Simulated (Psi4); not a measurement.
# Frequency calculation, with input and output: InCl (part 2 of 3)

InCl, SMILES [Cl][In]; PBEh-3c/def2-mSVP, RKS, core potentials def2 (Psi4 1.11). The geometry was optimised with PBEh-3c/def2-mSVP.

Geometry of the input (Å):
```
Cl 0.0000  0.0000  -0.0159
In 0.0000  0.0000  2.4002
```

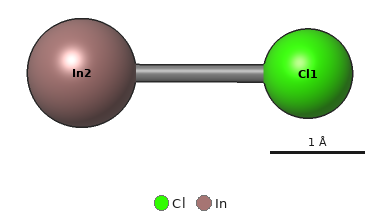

Figure 1. The input geometry (ball-and-stick view, seen at a tilt; atoms are numbered from 1 in the order of the input). Sticks mark near contacts.

Output, continued:
```
  Basis Set: (DEF2-MSVP AUX)
    Blend: DEF2-UNIVERSAL-JKFIT
    Number of shells: 84
    Number of basis functions: 346
    Number of Cartesian functions: 464
    Spherical Harmonics?: true
    Max angular momentum: 5

  Cached 100.0% of DFT collocation blocks in 0.045 [GiB].

  Minimum eigenvalue in the overlap matrix is 3.6344705573E-02.
  Reciprocal condition number of the overlap matrix is 1.1577705970E-02.
    Using symmetric orthogonalization.

  ==> Iterations <==

                           Total Energy        Delta E     RMS |[F,P]|

   @DF-RKS iter SAD:  -648.76904256932357   -6.48769e+02   0.00000e+00
   @DF-RKS iter   1:  -649.87092914270522   -1.10189e+00   1.27978e-02 ADIIS/DIIS
   @DF-RKS iter   2:  -649.89333634062893   -2.24072e-02   1.00929e-02 ADIIS/DIIS
   @DF-RKS iter   3:  -649.92853241668433   -3.51961e-02   1.68896e-03 ADIIS/DIIS
   @DF-RKS iter   4:  -649.92963453982964   -1.10212e-03   1.75195e-04 ADIIS/DIIS
   @DF-RKS iter   5:  -649.92964972111008   -1.51813e-05   3.98857e-05 DIIS
   @DF-RKS iter   6:  -649.92965054486524   -8.23755e-07   8.14300e-06 DIIS
   @DF-RKS iter   7:  -649.92965058546724   -4.06020e-08   2.26324e-06 DIIS
   @DF-RKS iter   8:  -649.92965058814491   -2.67767e-09   2.52533e-07 DIIS
   @DF-RKS iter   9:  -649.92965058822620   -8.12861e-11   3.25215e-08 DIIS
   @DF-RKS iter  10:  -649.92965058822801   -1.81899e-12   4.76729e-09 DIIS
  Energy and wave function converged.

  ==> Post-Iterations <==

   Electrons on quadrature grid:
      Ntotal   =   37.9999985436 ; deviation = -1.456e-06

    Final Occupation by Irrep:
             A1    A2    B1    B2
    DOCC [    10,    1,    4,    4 ]
    NA   [    10,    1,    4,    4 ]
    NB   [    10,    1,    4,    4 ]

  @DF-RKS Final Energy:  -649.92965058822801

   => Energetics <=

    Nuclear Repulsion Energy =             78.1734008568824237
    One-Electron Energy =               -1127.2506708863902531
    Two-Electron Energy =                 425.6084945953709848
    DFT Exchange-Correlation Energy =     -26.4611877869055903
    Empirical Dispersion Energy =           0.0003126328144932
    VV10 Nonlocal Energy =                  0.0000000000000000
    Total Energy =                       -649.9296505882280144

Computation Completed

Properties will be evaluated at   0.000000,   0.000000,   0.000000 [a0]

Properties computed using the SCF density matrix

 Multipole Moments:

 ------------------------------------------------------------------------------------
     Multipole            Electronic (a.u.)      Nuclear  (a.u.)        Total (a.u.)
 ------------------------------------------------------------------------------------

 L = 1.  Multiply by 2.5417464519 to convert [e a0] to [Debye]
 Dipole X            :          0.0000000            0.0000000            0.0000000
 Dipole Y            :          0.0000000            0.0000000            0.0000000
 Dipole Z            :         38.4216733          -37.1447492            1.2769241
 Magnitude           :                                                    1.2769241

 ------------------------------------------------------------------------------------

	total time  =          1 seconds =       0.02 minutes

         ------------------------------------------------------------
                                   SCF GRAD
         ------------------------------------------------------------

  ==> Geometry <==

    Molecular point group: c2v
    Full point group: C_inf_v

    Geometry (in Bohr), charge = 0, multiplicity = 1:

       Center              X                  Y                   Z               Mass
    ------------   -----------------  -----------------  -----------------  -----------------
         CL           0.000000000000     0.000000000000    -3.501235127118    34.968852682000
         IN           0.000000000000     0.000000000000     1.065535616982   114.903878776000

  Nuclear repulsion =   78.173400856882424

   => Molecular Quadrature <=

    Radial Scheme          =       TREUTLER
    Pruning Scheme         =           NONE
    Nuclear Scheme         =       TREUTLER

    Blocking Scheme        =         OCTREE
    BS radius alpha        =              1
    Pruning alpha          =              1
    Radial Points          =             75
    Spherical Points       =            302
    Total Points           =          42413
    Total Blocks           =            414
    Max Points             =            254
    Max Functions          =             44
    Weights Tolerance      =       1.00E-15

  -Total Gradient:
     Atom            X                  Y                   Z
    ------   -----------------  -----------------  -----------------
       1        0.000000000000     0.000000000000    -0.000096074259
       2        0.000000000000    -0.000000000000     0.000139455231

	total time  =          0 seconds =       0.00 minutes

    Psi4 run time: 0:00:01.76

    -----------------------------------------------------------------------
                               Psi4 1.11 release

    h
    h
    h

    -----------------------------------------------------------------------

    Memory:     1.5 GiB
    Threads:    1
                ecpint, einsums, f̶o̶r̶t̶e̶, gauxc, gcp, g̶d̶m̶a̶, geometric, g̶p̶u̶_̶d̶f̶c̶c̶,
                i̶n̶t̶e̶g̶r̶a̶t̶o̶r̶x̶x̶, i̶p̶i̶, libefp, m̶d̶i̶, m̶p̶2̶d̶, m̶r̶c̶c̶, ooo,
                o̶p̶e̶n̶f̶e̶r̶m̶i̶o̶n̶p̶s̶i̶4̶, pcmsolver, p̶s̶i̶4̶f̶o̶c̶k̶c̶i̶, p̶s̶i̶x̶a̶s̶,
                p̶y̶e̶i̶n̶s̶u̶m̶s̶, r̶e̶s̶p̶, s̶i̶m̶i̶n̶t̶, s̶n̶s̶m̶p̶2̶,
                v̶2̶r̶d̶m̶_̶c̶a̶s̶s̶c̶f̶

gradient() will perform analytic gradient computation.

  ==> Geometry <==

    Molecular point group: c2v
    Full point group: C_inf_v

    Geometry (in Bohr), charge = 0, multiplicity = 1:

       Center              X                  Y                   Z               Mass
    ------------   -----------------  -----------------  -----------------  -----------------
         CL           0.000000000000     0.000000000000    -3.499754433032    34.968852682000
         IN           0.000000000000     0.000000000000     1.065084995350   114.903878776000

  Running in c2v symmetry.

  Rotational constants: A = ************  B =      0.10776  C =      0.10776 [cm^-1]
  Rotational constants: A = ************  B =   3230.50541  C =   3230.50541 [MHz]
  Nuclear repulsion =   78.206474860934890

  Charge       = 0
  Multiplicity = 1
  Electrons    = 38
  Nalpha       = 19
  Nbeta        = 19

   => Molecular Quadrature <=

    Radial Scheme          =       TREUTLER
    Pruning Scheme         =           NONE
    Nuclear Scheme         =       TREUTLER

    Blocking Scheme        =         OCTREE
    BS radius alpha        =              1
    Pruning alpha          =              1
    Radial Points          =             75
    Spherical Points       =            302
    Total Points           =          42414
    Total Blocks           =            414
    Max Points             =            254
    Max Functions          =             44
    Weights Tolerance      =       1.00E-15

   => Auxiliary Basis Set <=

  Basis Set: (DEF2-MSVP AUX)
    Blend: DEF2-UNIVERSAL-JKFIT
    Number of shells: 84
    Number of basis functions: 346
    Number of Cartesian functions: 464
    Spherical Harmonics?: true
    Max angular momentum: 5

  Cached 100.0% of DFT collocation blocks in 0.045 [GiB].

  Minimum eigenvalue in the overlap matrix is 3.6344649269E-02.
  Reciprocal condition number of the overlap matrix is 1.1575117218E-02.
    Using symmetric orthogonalization.

  ==> Iterations <==

                           Total Energy        Delta E     RMS |[F,P]|

   @DF-RKS iter SAD:  -648.82808158591558   -6.48828e+02   0.00000e+00
   @DF-RKS iter   1:  -649.87742770516729   -1.04935e+00   1.20852e-02 ADIIS/DIIS
   @DF-RKS iter   2:  -649.89947861506209   -2.20509e-02   9.30756e-03 ADIIS/DIIS
   @DF-RKS iter   3:  -649.92872411433177   -2.92455e-02   1.54407e-03 ADIIS/DIIS
   @DF-RKS iter   4:  -649.92963672516828   -9.12611e-04   1.63050e-04 ADIIS/DIIS
   @DF-RKS iter   5:  -649.92964993540056   -1.32102e-05   3.73831e-05 DIIS
   @DF-RKS iter   6:  -649.92965062310986   -6.87709e-07   8.07017e-06 DIIS
   @DF-RKS iter   7:  -649.92965066078534   -3.76755e-08   2.02952e-06 DIIS
   @DF-RKS iter   8:  -649.92965066296279   -2.17744e-09   2.05669e-07 DIIS
   @DF-RKS iter   9:  -649.92965066302145   -5.86624e-11   2.80540e-08 DIIS
   @DF-RKS iter  10:  -649.92965066302315   -1.70530e-12   3.91230e-09 DIIS
  Energy and wave function converged.

  ==> Post-Iterations <==

   Electrons on quadrature grid:
      Ntotal   =   37.9999985136 ; deviation = -1.486e-06

    Final Occupation by Irrep:
             A1    A2    B1    B2
    DOCC [    10,    1,    4,    4 ]
    NA   [    10,    1,    4,    4 ]
    NB   [    10,    1,    4,    4 ]

  @DF-RKS Final Energy:  -649.92965066302315

   => Energetics <=

    Nuclear Repulsion Energy =             78.2064748609348896
    One-Electron Energy =               -1127.3155642413246369
    Two-Electron Energy =                 425.6404001590975099
    DFT Exchange-Correlation Energy =     -26.4612752764064005
    Empirical Dispersion Energy =           0.0003138346754419
    VV10 Nonlocal Energy =                  0.0000000000000000
    Total Energy =                       -649.9296506630232670

Computation Completed

Properties will be evaluated at   0.000000,   0.000000,   0.000000 [a0]

Properties computed using the SCF density matrix

 Multipole Moments:

 ------------------------------------------------------------------------------------
     Multipole            Electronic (a.u.)      Nuclear  (a.u.)        Total (a.u.)
 ------------------------------------------------------------------------------------

 L = 1.  Multiply by 2.5417464519 to convert [e a0] to [Debye]
 Dipole X            :          0.0000000            0.0000000            0.0000000
 Dipole Y            :          0.0000000            0.0000000            0.0000000
 Dipole Z            :         38.4031864          -37.1290405            1.2741459
 Magnitude           :                                                    1.2741459

 ------------------------------------------------------------------------------------

	total time  =          1 seconds =       0.02 minutes

         ------------------------------------------------------------
                                   SCF GRAD
         ------------------------------------------------------------

  ==> Geometry <==

    Molecular point group: c2v
    Full point group: C_inf_v

    Geometry (in Bohr), charge = 0, multiplicity = 1:

       Center              X                  Y                   Z               Mass
    ------------   -----------------  -----------------  -----------------  -----------------
         CL           0.000000000000     0.000000000000    -3.499754433032    34.968852682000
         IN           0.000000000000     0.000000000000     1.065084995350   114.903878776000

  Nuclear repulsion =   78.206474860934890

   => Molecular Quadrature <=

    Radial Scheme          =       TREUTLER
    Pruning Scheme         =           NONE
    Nuclear Scheme         =       TREUTLER

    Blocking Scheme        =         OCTREE
    BS radius alpha        =              1
    Pruning alpha          =              1
    Radial Points          =             75
    Spherical Points       =            302
    Total Points           =          42414
    Total Blocks           =            414
    Max Points             =            254
    Max Functions          =             44
    Weights Tolerance      =       1.00E-15

  -Total Gradient:
     Atom            X                  Y                   Z
    ------   -----------------  -----------------  -----------------
       1        0.000000000000    -0.000000000000     0.000122245075
       2        0.000000000000     0.000000000000    -0.000079093316

	total time  =          0 seconds =       0.00 minutes

    Psi4 run time: 0:00:01.54

    -----------------------------------------------------------------------
                               Psi4 1.11 release

    h
    h
    h

    -----------------------------------------------------------------------

    Memory:     1.5 GiB
    Threads:    1
                ecpint, einsums, f̶o̶r̶t̶e̶, gauxc, gcp, g̶d̶m̶a̶, geometric, g̶p̶u̶_̶d̶f̶c̶c̶,
                i̶n̶t̶e̶g̶r̶a̶t̶o̶r̶x̶x̶, i̶p̶i̶, libefp, m̶d̶i̶, m̶p̶2̶d̶, m̶r̶c̶c̶, ooo,
                o̶p̶e̶n̶f̶e̶r̶m̶i̶o̶n̶p̶s̶i̶4̶, pcmsolver, p̶s̶i̶4̶f̶o̶c̶k̶c̶i̶, p̶s̶i̶x̶a̶s̶,
                p̶y̶e̶i̶n̶s̶u̶m̶s̶, r̶e̶s̶p̶, s̶i̶m̶i̶n̶t̶, s̶n̶s̶m̶p̶2̶,
                v̶2̶r̶d̶m̶_̶c̶a̶s̶s̶c̶f̶

gradient() will perform analytic gradient computation.

  ==> Geometry <==

    Molecular point group: cs
    Full point group: C_inf_v

    Geometry (in Bohr), charge = 0, multiplicity = 1:

       Center              X                  Y                   Z               Mass
    ------------   -----------------  -----------------  -----------------  -----------------
         CL          -0.000740347043     0.000000000000    -3.500494780075    34.968852682000
         IN           0.000225310816     0.000000000000     1.065310306166   114.903878776000

  Running in cs symmetry.

  Rotational constants: A = ************  B =      0.10771  C =      0.10771 [cm^-1]
  Rotational constants: A = ************  B =   3229.13892  C =   3229.13892 [MHz]
  Nuclear repulsion =   78.189932612598753

  Charge       = 0
  Multiplicity = 1
  Electrons    = 38
  Nalpha       = 19
  Nbeta        = 19

   => Molecular Quadrature <=

    Radial Scheme          =       TREUTLER
    Pruning Scheme         =           NONE
    Nuclear Scheme         =       TREUTLER

    Blocking Scheme        =         OCTREE
    BS radius alpha        =              1
    Pruning alpha          =              1
    Radial Points          =             75
    Spherical Points       =            302
    Total Points           =          42413
    Total Blocks           =            411
    Max Points             =            256
    Max Functions          =             44
    Weights Tolerance      =       1.00E-15

   => Auxiliary Basis Set <=

  Basis Set: (DEF2-MSVP AUX)
    Blend: DEF2-UNIVERSAL-JKFIT
    Number of shells: 84
    Number of basis functions: 346
    Number of Cartesian functions: 464
    Spherical Harmonics?: true
    Max angular momentum: 5

  Cached 100.0% of DFT collocation blocks in 0.045 [GiB].

  Minimum eigenvalue in the overlap matrix is 3.6344677635E-02.
  Reciprocal condition number of the overlap matrix is 1.1576411925E-02.
    Using symmetric orthogonalization.

  ==> Pre-Iterations <==

  SCF Guess: Superposition of Atomic Densities via on-the-fly atomic UHF (no occupation information).

   -------------------------
    Irrep   Nso     Nmo
   -------------------------
     A'        31      31
     A"        13      13
   -------------------------
    Total      44      44
   -------------------------

  ==> Iterations <==

                           Total Energy        Delta E     RMS |[F,P]|
```
